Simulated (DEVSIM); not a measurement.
Device: Pd/HfO2/n-Ge capacitor, at 300 K.

```tsv
layer (left to right)	material	thickness (nm)	Nd (cm⁻³)
1	HfO2	6.60	-
2	Ge	4000	2.2e16
```

Metal gate on the left, work function 5.2 eV. Fixed charge at the semiconductor interface -3.1e11 cm⁻² (in units of +e); interface traps 1e10 cm⁻² eV⁻¹, uniform in energy, neutral level at 0.5 of the gap above the valence band.

Constants are typed, rounded textbook-type inputs, not results; the design itself was drawn at random and stands for no fabricated device. Values at 300 K.

| parameter | HfO2 | Ge |
|---|---|---|
| gap (eV) | 5.7 | 0.664 |
| affinity (eV) | 2.5 | 4 |
| permittivity | 22 | 16 |
| Nc (cm⁻³) | - | 1.04e19 |
| Nv (cm⁻³) | - | 6e18 |

Model (solved in DEVSIM): 1D Poisson equation in equilibrium, Boltzmann statistics, complete ionisation; no quantum confinement or tunnelling. Metal contacts follow the ideal Schottky-Mott rule: no Fermi-level pinning, no interface dipoles.

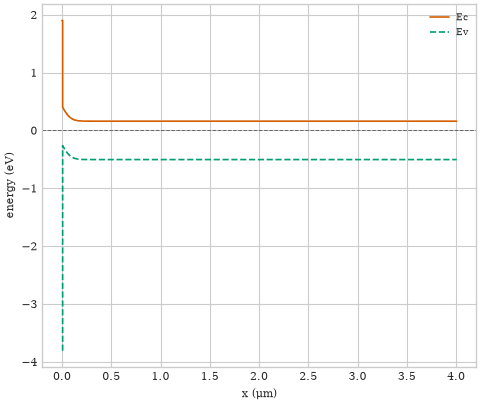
Figure. Band edges at 0.8 V on the gate

Energies count from the Fermi level of the right contact; mesh points crowd at the junctions.

| x (μm) | Ec (eV) | Ev (eV) | n (cm⁻³) | p (cm⁻³) | field (V/cm) |
|---|---|---|---|---|---|
| 0.000 | 1.900 | -3.800 | < 1e2 | < 1e2 | 1600 |
| 0.001180 | 1.900 | -3.800 | < 1e2 | < 1e2 | 1600 |
| 0.003233 | 1.901 | -3.800 | < 1e2 | < 1e2 | 1600 |
| 0.005245 | 1.901 | -3.799 | < 1e2 | < 1e2 | 1600 |
| 0.006814 | 0.400 | -0.264 | 2.0e12 | 2.2e14 | -33000 |
| 0.008437 | 0.395 | -0.269 | 2.4e12 | 1.8e14 | -32000 |
| 0.01220 | 0.383 | -0.281 | 3.8e12 | 1.1e14 | -31000 |
| 0.02476 | 0.346 | -0.318 | 1.6e13 | 2.7e13 | -28000 |
| 0.04756 | 0.288 | -0.376 | 1.5e14 | 2.9e12 | -23000 |
| 0.09725 | 0.205 | -0.459 | 3.8e15 | 1.2e11 | -11000 |
| 0.2125 | 0.161 | -0.503 | 2.1e16 | 2.1e10 | -520 |
| 0.5973 | 0.159 | -0.505 | 2.2e16 | 2.0e10 | ≈ 0 |
| 1.296 | 0.159 | -0.505 | 2.2e16 | 2.0e10 | ≈ 0 |
| 2.582 | 0.159 | -0.505 | 2.2e16 | 2.0e10 | ≈ 0 |
| 3.509 | 0.159 | -0.505 | 2.2e16 | 2.0e10 | ≈ 0 |
| 3.787 | 0.159 | -0.505 | 2.2e16 | 2.0e10 | ≈ 0 |
| 3.906 | 0.159 | -0.505 | 2.2e16 | 2.0e10 | ≈ 0 |
| 3.961 | 0.159 | -0.505 | 2.2e16 | 2.0e10 | ≈ 0 |
| 3.991 | 0.159 | -0.505 | 2.2e16 | 2.0e10 | ≈ 0 |
| 4.000 | 0.159 | -0.505 | 2.2e16 | 2.0e10 | ≈ 0 |
| 4.004 | 0.159 | -0.505 | 2.2e16 | 2.0e10 | ≈ 0 |
| 4.007 | 0.159 | -0.505 | 2.2e16 | 2.0e10 | ≈ 0 |
